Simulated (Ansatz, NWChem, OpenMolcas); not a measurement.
## How basis sets differ on KLi (SMILES [Li][K])

KLi has 2 atoms, charge 0, and is taken as a singlet. As SMILES, `[Li][K]`. Geometry: the measured bond length.

```xyz
2

Li    0.0000    0.0000    0.0000
K     0.0000    0.0000    3.2700
```

Quantity: the dipole moment, in D. The values are calculated.

```
       level          kind     program  value (D)
   HF/STO-3G  Hartree–Fock      NWChem       6.28
    HF/3-21G  Hartree–Fock      NWChem       4.04
 HF/def2-SVP  Hartree–Fock      Ansatz       3.94
HF/def2-TZVP  Hartree–Fock  OpenMolcas       4.03
```

The values span 3.94 to 6.28 D. Sets without polarisation functions give poor dipoles.

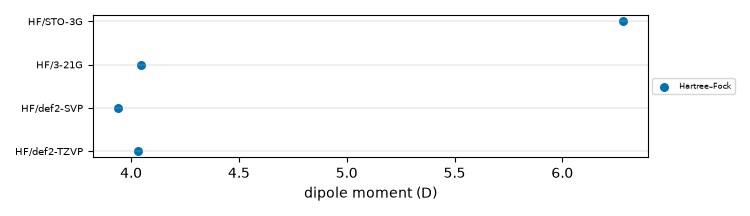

The values of the table, level by level.
